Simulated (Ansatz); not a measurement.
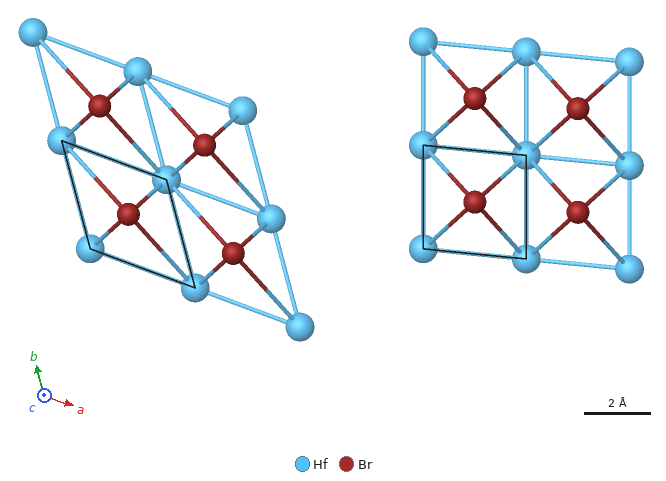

Two geometries of a crystal of HfBr (a generated structure, set up in Cmmm) (coarse preliminary run), drawn at one scale. One is the start of a relaxation, the other its converged end. The picture is a ball-and-stick view of the cell of the calculation, repeated 2 × 2 × 1 with one cell outlined, seen along the c axis.

All numbers below come from Ansatz 0.2.0, DFT PBE, scalar-relativistic, plane waves, PAW. Settings: plane-wave cutoff 420 eV; k-point mesh 6 × 6 × 4; occupations gaussian; smearing width 0.1 eV; no spin polarisation; cell and atoms relaxed; force threshold 0.04 eV/Å; at most 70 steps.

**Which of the two is the end point?**

The left one is the relaxed one. The atoms keep their places relative to the cell (all moves are under 0.005 Å). The drawn cell changes as follows: a = b 3.166 → 3.421 Å (+8.1 %), c 5.357 → 4.734 Å (−11.6 %), γ 95.6° → 125.3°; the volume changes by −15.4 %. Some distances before and after: Br–Br 4.253 → 3.144 Å, Hf–Hf 4.253 → 3.144 Å, Br–Hf 3.420 → 2.842 Å, Br–Hf 3.560 → 3.852 Å. Among the angles between lasting bonds that change: Hf–Br–Hf 103.1° → 112.8°, Hf–Br–Hf 76.9° → 67.2°. The space group stays Cmmm (No. 65). Over 11 accepted moves (13 points after the start) the energy falls by 599 meV per atom. All forces vanish by symmetry, so only the cell relaxes. The pressure goes from −4.93 to 0.02 GPa. The SCF was repeated twice at an unchanged geometry on a basis and grid sized afresh for the cell, which shifted the energy by 14.3 meV per atom at most.
